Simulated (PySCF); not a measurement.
SMILES CC(C)[CH2][GeH3] (C4H12Ge) at its GFN2-xTB optimised geometry (Å):

```
17

C      2.1641    -0.5868     0.0000
C      0.6366    -0.5868     0.0000
C      0.1049    -1.3623    -1.1993
C      0.1073     0.8457     0.0000
Ge    -1.8578     0.9935     0.1081
H      2.5466    -1.6049     0.0310
H      2.5502    -0.0498     0.8641
H      2.5425    -0.1055    -0.9001
H      0.2912    -1.0845     0.9146
H      0.3858    -0.8652    -2.1262
H     -0.9826    -1.4260    -1.1566
H      0.5075    -2.3729    -1.2136
H      0.5301     1.3837     0.8524
H      0.4540     1.3626    -0.8979
H     -2.2666     2.3729     0.5211
H     -2.5502     0.7191    -1.1894
H     -2.4236     0.0448     1.1174
```

Method: PySCF with B3LYP/def2-SVP. Cells within 0.4 Å of a nucleus heavier than hydrogen are left out (blank, or x).

Map of the Laplacian of the electron density (e/bohr⁵), clipped to [-1.50, 1.50] on the plane z = 0.0 Å:

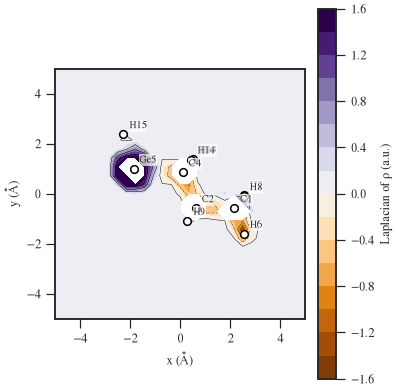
*Laplacian of the electron density (e/bohr⁵), clipped to [-1.50, 1.50] on the plane z = 0.0 Å.*
